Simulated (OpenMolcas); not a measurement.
Mo³⁺ complex: multiconfigurational calculation

- system: Mo³⁺ with 6 ligands (F; octahedron, 1.92 Å), neutralised by 6 outer point charges of +0.5 e, whose field is part of the energies.
- method: state-averaged SS-CASPT2, IPEA shift 0.25, sigma2 shift 0.3 hartree, closed shells 4s 4p of the metal and the valence shells of the ligands correlated, active space 3 electrons in the shell 4d, basis ANO-RCC-VTZP on the metal and ANO-RCC-VDZP on the ligands, DKH2 scalar Hamiltonian, spin-orbit coupling by RASSI with atomic mean-field integrals (OpenMolcas)

### Log (extracts)
```
--- CASPT2 ---
Orbital specifications:
      -----------------------

      Symmetry species                           1   2
                                                ag  au
      Frozen orbitals                           11   9
      Inactive orbitals                         13  15
      Active orbitals                            5   0
      Secondary orbitals                        49  50
      Deleted orbitals                           0   0
      Number of basis functions                 78  74
Type of calculation                        SS-CASPT2
      Fock operator                              state-specific
      IPEA shift                                 0.25
      Real shift                                 0.00
      Imaginary shift                            0.00
      Sigma^2 regularizer                        0.30
      The input orbitals will be transformed to quasi-canonical
Reference energy:       -4644.0214108687
      E2 (Non-variational):      -1.7118451102
      Shift correction:          -0.0000006146
      E2 (Variational):          -1.7118457248
      Total energy:           -4645.7332565935
      Residual norm:              0.0000009827
      Reference weight:           0.71101
      Contributions to the CASPT2 correlation energy
      Active & Virtual Only:         -0.0162663725
      One Inactive Excited:          -0.1868052937
      Two Inactive Excited:          -1.5087734439
Reference energy:       -4643.8769858959
      E2 (Non-variational):      -1.7126803089
      Shift correction:          -0.0000040683
      E2 (Variational):          -1.7126843772
      Total energy:           -4645.5896702731
      Residual norm:              0.0000001137
      Reference weight:           0.70999
      Contributions to the CASPT2 correlation energy
      Active & Virtual Only:         -0.0162723443
      One Inactive Excited:          -0.1939983340
      Two Inactive Excited:          -1.5024096306
::    CASPT2 Root  1     Total energy:  -4645.73325659
::    CASPT2 Root  2     Total energy:  -4645.58967027
::    CASPT2 Root  3     Total energy:  -4645.58971872
::    CASPT2 Root  4     Total energy:  -4645.58957157
::    CASPT2 Root  5     Total energy:  -4645.56274785
::    CASPT2 Root  6     Total energy:  -4645.56277650
::    CASPT2 Root  7     Total energy:  -4645.56276426
::    CASPT2 Root  8     Total energy:  -4645.43677545
::    CASPT2 Root  9     Total energy:  -4645.43676989
::    CASPT2 Root 10     Total energy:  -4645.43678093
--- CASPT2 ---
Orbital specifications:
      -----------------------

      Symmetry species                           1   2
                                                ag  au
      Frozen orbitals                           11   9
      Inactive orbitals                         13  15
      Active orbitals                            5   0
      Secondary orbitals                        49  50
      Deleted orbitals                           0   0
      Number of basis functions                 78  74
Type of calculation                        SS-CASPT2
      Fock operator                              state-specific
      IPEA shift                                 0.25
      Real shift                                 0.00
      Imaginary shift                            0.00
      Sigma^2 regularizer                        0.30
      The input orbitals will be transformed to quasi-canonical
Reference energy:       -4643.9540457165
      E2 (Non-variational):      -1.7286194880
      Shift correction:          -0.0000386675
      E2 (Variational):          -1.7286581554
      Total energy:           -4645.6827038720
      Residual norm:              0.0000006611
      Reference weight:           0.70733
      Contributions to the CASPT2 correlation energy
      Active & Virtual Only:         -0.0240166377
      One Inactive Excited:          -0.1917783563
      Two Inactive Excited:          -1.5128244939
Reference energy:       -4643.9540457162
      E2 (Non-variational):      -1.7285819861
      Shift correction:          -0.0000394053
      E2 (Variational):          -1.7286213913
      Total energy:           -4645.6826671075
      Residual norm:              0.0000006605
      Reference weight:           0.70734
      Contributions to the CASPT2 correlation energy
      Active & Virtual Only:         -0.0240180429
      One Inactive Excited:          -0.1917394878
      Two Inactive Excited:          -1.5128244554
::    CASPT2 Root  1     Total energy:  -4645.68270387
::    CASPT2 Root  2     Total energy:  -4645.68266711
::    CASPT2 Root  3     Total energy:  -4645.68304581
::    CASPT2 Root  4     Total energy:  -4645.68306296
::    CASPT2 Root  5     Total energy:  -4645.68309434
::    CASPT2 Root  6     Total energy:  -4645.65135097
::    CASPT2 Root  7     Total energy:  -4645.65132452
::    CASPT2 Root  8     Total energy:  -4645.65131904
::    CASPT2 Root  9     Total energy:  -4645.55463721
::    CASPT2 Root 10     Total energy:  -4645.54394727
::    CASPT2 Root 11     Total energy:  -4645.54394700
::    CASPT2 Root 12     Total energy:  -4645.54387599
::    CASPT2 Root 13     Total energy:  -4645.54278789
::    CASPT2 Root 14     Total energy:  -4645.54439388
::    CASPT2 Root 15     Total energy:  -4645.54432585
::    CASPT2 Root 16     Total energy:  -4645.53889892
::    CASPT2 Root 17     Total energy:  -4645.53901487
::    CASPT2 Root 18     Total energy:  -4645.52639786
::    CASPT2 Root 19     Total energy:  -4645.52641989
::    CASPT2 Root 20     Total energy:  -4645.52641099
::    CASPT2 Root 21     Total energy:  -4645.51117293
::    CASPT2 Root 22     Total energy:  -4645.51115247
::    CASPT2 Root 23     Total energy:  -4645.51119610
::    CASPT2 Root 24     Total energy:  -4645.50942348
::    CASPT2 Root 25     Total energy:  -4645.46649220
::    CASPT2 Root 26     Total energy:  -4645.46650804
::    CASPT2 Root 27     Total energy:  -4645.40148496
::    CASPT2 Root 28     Total energy:  -4645.40151731
::    CASPT2 Root 29     Total energy:  -4645.40154201
::    CASPT2 Root 30     Total energy:  -4645.39495670
```

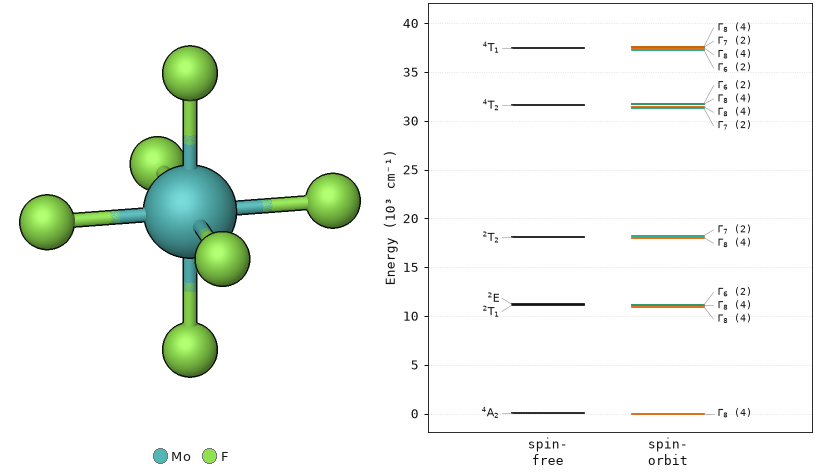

**Figure 1.** Mo³⁺ (4d³) with 6 ligands, F⁻, at 1.92 Å (arrangement: octahedron, Oh), neutralised by outer point charges of +0.5 e, and its levels. Labels give the representation in O, Td, D4 or D3 as the site allows (double group for half-integer spin) where it could be assigned and, in brackets, the degeneracy; spin-free states, where drawn, share the zero of the spin-orbit levels. The ground level is Γ₈, 4-fold degenerate, 100 % from states of spin multiplicity 4. The next level lies at 10,900 cm⁻¹ (Γ₈). The lowest spin-free state is ⁴A₂; of the same spin there follow at 31,500 cm⁻¹ (⁴T₂) and 37,400 cm⁻¹ (⁴T₁) above it.

### The input
```
&GATEWAY
Coord
7

Mo 0.0 0.0 0.0
F 1.920000 0.000000 0.000000
F 0.000000 1.920000 0.000000
F -1.920000 0.000000 0.000000
F 0.000000 -1.920000 0.000000
F 0.000000 0.000000 1.920000
F 0.000000 0.000000 -1.920000
Basis=Mo.ANO-RCC-VTZP,F.ANO-RCC-VDZP
Group=XYZ
NoMove
AngMom=0.0 0.0 0.0
AMFI
RICD
XField
3 Angstrom 0
4.720000 0.000000 0.000000 0.500000
0.000000 4.720000 0.000000 0.500000
0.000000 0.000000 4.720000 0.500000
&SEWARD
&RASSCF
FileOrb=start.orb
Symmetry=1
Spin=4
nActEl=3 0 0
Inactive=24 24
Ras2=5 0
CIRoot=10 10 1
SDav=10
CIMx=300
Iter=150 100
PrWF=0.3
OrbListing=Nothing
MaxOrb=0
LevShft=1.0
>>> COPY $Project.JobIph JOB001
&RASSCF
FileOrb=start.orb
Symmetry=1
Spin=2
nActEl=3 0 0
Inactive=24 24
Ras2=5 0
CIRoot=40 40 1
SDav=40
CIMx=300
Iter=150 100
PrWF=0.3
OrbListing=Nothing
MaxOrb=0
LevShft=1.0
>>> COPY $Project.JobIph JOB002
&RASSI
NrOfJobIphs=2 10 40
1 2 3 4 5 6 7 8 9 10
1 2 3 4 5 6 7 8 9 10 11 12 13 14 15 16 17 18 19 20 21 22 23 24 25 26 27
28 29 30 31 32 33 34 35 36 37 38 39 40
IphNames
JOB001
JOB002
EJob
SpinOrbit
DIPRint=1.0
SOCoupling=1000.0
Subsets=2
Property=9
'ANGMOM' 1 'ANGMOM' 2 'ANGMOM' 3 'MLTPL  1' 1 'MLTPL  1' 2 'MLTPL  1' 3
'AMFI' 1 'AMFI' 2 'AMFI' 3
SOProperty=3
'ANGMOM' 1 'ANGMOM' 2 'ANGMOM' 3
>>> COPY JOB001 $Project.JobIph
&CASPT2
Multistate=10 1 2 3 4 5 6 7 8 9 10
NoMult
Frozen=11 9
IPEA=0.25
Sig2=0.3
MaxIter=60
WThr=0.0 0.3 0.05
PrWF=0.5
NoMix
>>> COPY JOB002 $Project.JobIph
&CASPT2
Multistate=40 1 2 3 4 5 6 7 8 9 10 11 12 13 14 15 16 17 18 19 20 21 22
23 24 25 26 27 28 29 30 31 32 33 34 35 36 37 38 39 40
NoMult
Frozen=11 9
IPEA=0.25
Sig2=0.3
MaxIter=60
WThr=0.0 0.3 0.05
PrWF=0.5
NoMix
```

The file start.orb holds starting orbitals from an earlier step. A driver script formed the levels outside the program, from RASSI's spin-orbit matrix and the CASPT2 energies (for multi-state variants, the effective Hamiltonian), averaged over the components of each term or state. The log and the time are those of the CASPT2 step.

Command:
```bash
OMP_NUM_THREADS=1 MOLCAS_MEM=2457 MOLCAS_PROJECT=a pymolcas a.inp > a.log  # once for each step of the input, in one work folder
```

### Summary

- outcome: converged; degenerate states are split by up to 352 cm⁻¹
- energy of the lowest spin-free term: −4645.73326 hartree
- energy of the lowest spin-orbit level: −4645.73363 hartree
- CASPT2 correlation energy: −1.7118 hartree
- largest spread among components of a term: 352.5 cm⁻¹
- lowest reference weight: 0.700
- hardware: 1 thread of Arm Neoverse V2, 24 GiB of memory available, shared host
- wall time: 2.6 min
- peak memory: 0.41 GiB

### Notes

The components of ²T1, which symmetry makes degenerate, are split by 352 cm⁻¹ in CASPT2, and those of 1 more by over 50 cm⁻¹. This is an artefact; the levels of such states rest on averages and are uncertain by about as much. To bear in mind: distances are set from ionic radii, not optimised.
